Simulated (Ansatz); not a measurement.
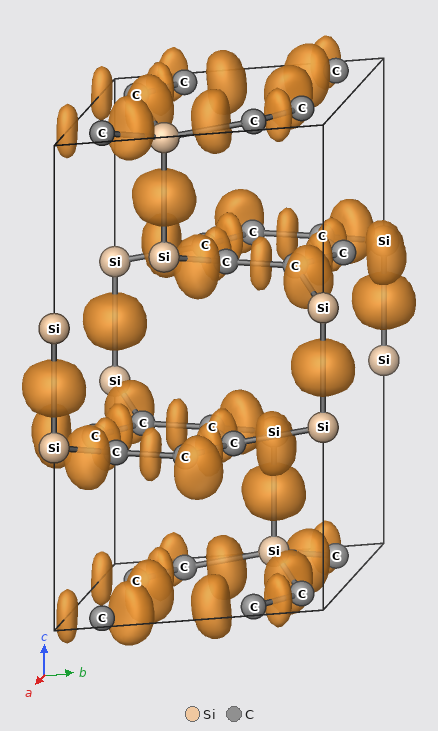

*SiC$_{3}$. Isosurface of the electron localisation function at 0.85 (orange), seen slightly off an axis. Only the valence region is drawn (cores and ρ < 0.01 e/Å³ removed). Sticks mark near contacts.*

Space group R-3m; a generated structure, not necessarily the stable one; computed pressure about −3 GPa in this cell.

These are results of DFT r2SCAN, scalar-relativistic, plane waves, PAW in Ansatz 0.2.0, not measurements.

Core electrons are frozen (PAW), and the valence fields are smoothed inside the atomic spheres.

Describe the localisation domains.

At this value the surface marks out 18 regions between bonded C–C atoms (shared pairs), 18 regions between bonded C–Si atoms (shared pairs) and three regions between bonded Si–Si atoms (shared pairs), counted in one cell of 24 atoms. Regions shared between cells count once. Along the contacts the grid gives the following. C–C (1.42 Å): the ELF peaks at about 0.95 between the atoms: a covalent bond. Si–C (1.88 Å): the ELF peaks at about 0.95 between the atoms; localised, covalent bonding.

How much charge does the calculation move between the atoms?

Electrons move from Si towards C. Bader charges: Si +2.22 and C −0.74 e.
